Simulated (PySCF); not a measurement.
System: C6H7F3O3 (SMILES FC(F)(F)O[C@H]1OCC12COC2).

```yaml
atoms:
  - { symbol: F, position_ang: [2.6665, -1.4863, -2.1704] }
  - { symbol: C, position_ang: [2.4234, -0.5259, -1.2864] }
  - { symbol: F, position_ang: [3.2691, -0.7203, -0.2575] }
  - { symbol: F, position_ang: [2.7947, 0.6277, -1.8441] }
  - { symbol: O, position_ang: [1.1479, -0.5845, -0.9290] }
  - { symbol: C, position_ang: [0.7243, 0.3377, 0.0743] }
  - { symbol: O, position_ang: [0.5117, 1.6308, -0.4176] }
  - { symbol: C, position_ang: [-0.9091, 1.5522, -0.2249] }
  - { symbol: C, position_ang: [-0.7621, 0.1611, 0.3968] }
  - { symbol: C, position_ang: [-1.5703, -1.0555, -0.0501] }
  - { symbol: O, position_ang: [-1.9784, -1.3167, 1.2939] }
  - { symbol: C, position_ang: [-1.2548, -0.1962, 1.7976] }
  - { symbol: H, position_ang: [1.4335, 0.3110, 0.9124] }
  - { symbol: H, position_ang: [-1.4478, 1.5816, -1.1745] }
  - { symbol: H, position_ang: [-1.2643, 2.3378, 0.4447] }
  - { symbol: H, position_ang: [-2.4208, -0.8257, -0.6972] }
  - { symbol: H, position_ang: [-0.9825, -1.8714, -0.4747] }
  - { symbol: H, position_ang: [-0.4759, -0.4928, 2.5058] }
  - { symbol: H, position_ang: [-1.9149, 0.5444, 2.2583] }
```

Geometry: GFN2-xTB.

Computed with PBE0/pcSseg-1, SCF density, gas phase, non-relativistic in PySCF.

What will maps of the electron density and electron localisation function show?

Answer. C–C (1.53 Å): ρ at the midpoint is about 1.7 e/Å³; the ELF peaks at about 0.95 between the atoms, as expected for a shared electron pair.
C–O (1.43 Å): the density is about 2 e/Å³ at the midpoint, with its minimum of 1.8 e/Å³ about 0.5 Å from C; the ELF peaks at about 0.90 between the atoms (a shared but strongly polarised pair).

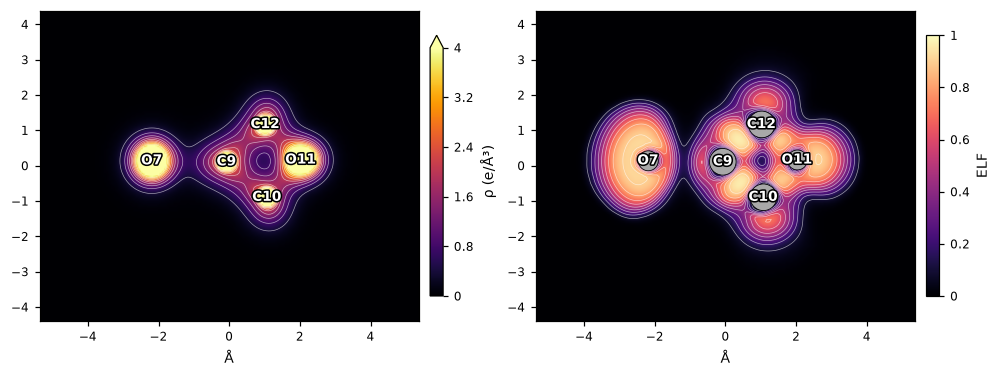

Computed electron density and electron localisation function on the plane of atoms C10, C9 and C12, in this order. Grey discs cover the atomic cores in the ELF map. 
